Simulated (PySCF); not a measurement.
**C4H8NO2Si (doublet): density, localisation and related maps**

```xyz
16

C     2.3217   -0.3778    0.7251
N     1.1086   -0.1864    0.4997
C     0.6404   -0.0437   -0.8546
O    -0.2246   -1.0819   -1.1754
C    -1.2655   -1.3302   -0.2274
Si   -2.1649    0.3043    0.1996
C    -0.8328    1.6538   -0.0610
O     0.1089    1.2247   -1.0474
H     2.6387   -0.4805    1.7534
H     3.0871   -0.4494   -0.0530
H     1.4547   -0.1193   -1.5997
H    -0.8332   -1.7827    0.6754
H    -1.8944   -2.0791   -0.7104
H    -2.6330    0.2945    1.5896
H    -1.2159    2.5985   -0.4492
H    -0.3032    1.8640    0.8784
```

Geometry: GFN2-xTB.

The calculation used UKS B3LYP, pcH-1 on C H N O Si, non-relativistic, mean-field spin-orbit, GIAO (PySCF 2.14.0, density-fitted response routines).

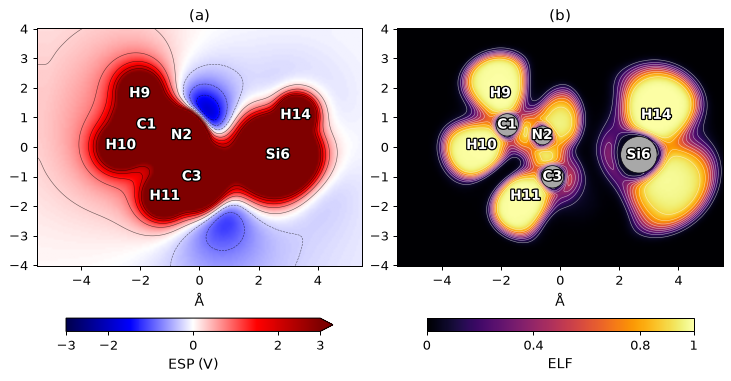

Figure 1. (a) electrostatic potential; (b) ELF on the plane of atoms C1, N2 and C3. Grey discs cover the atomic cores in the ELF map.

Describe what can be read from this map.

- Atoms in the plane: C, N, Si and H.
- C–N (1.25 Å): the ELF peaks at about 0.90 between the atoms: a multiple bond.
- C–H (1.08 Å): the ELF climbs to about 1 towards the hydrogen, as it does in any bond to H: a covalent bond by its length.
- C–N (1.44 Å): the ELF peaks at about 0.95 between the atoms, as expected for a shared electron pair.
- Si–H (1.47 Å): the ELF climbs to about 1 towards the hydrogen.
- The ELF also peaks beside Si6 and N2, away from the bonds: non-bonding electrons, paired or unpaired.
- Outside the dense part of the molecule the potential is most negative (−1.8 V) near N2.

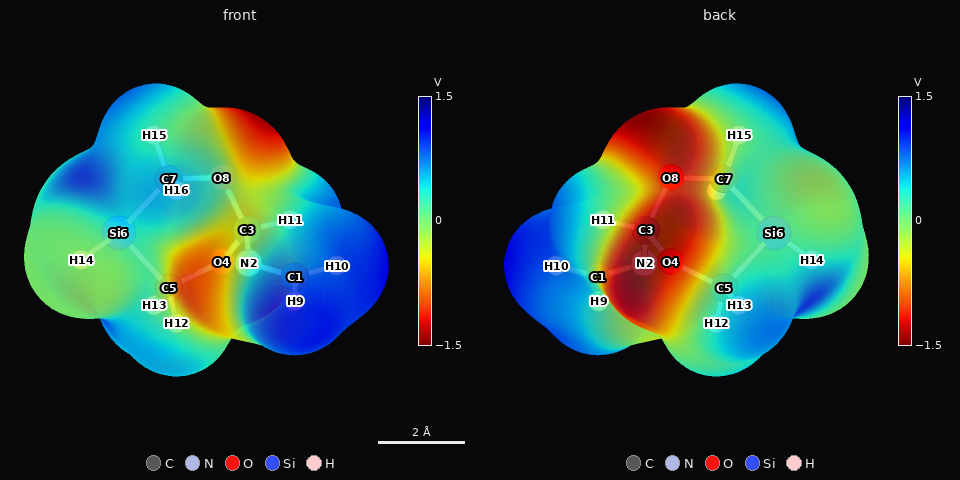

Figure 2. The electrostatic potential painted on the density surface at 0.002 e/bohr³, seen from the front and from behind; the colour scale runs from red (negative) to blue (positive).

Which sites attract a positive test charge, and which a negative one?

A positive charge is drawn to the negative regions and a negative charge to the positive ones. The most negative region (about −1.5 V) lies over O4 and O8, the most positive (about +1.2 V) over H9 and H10.
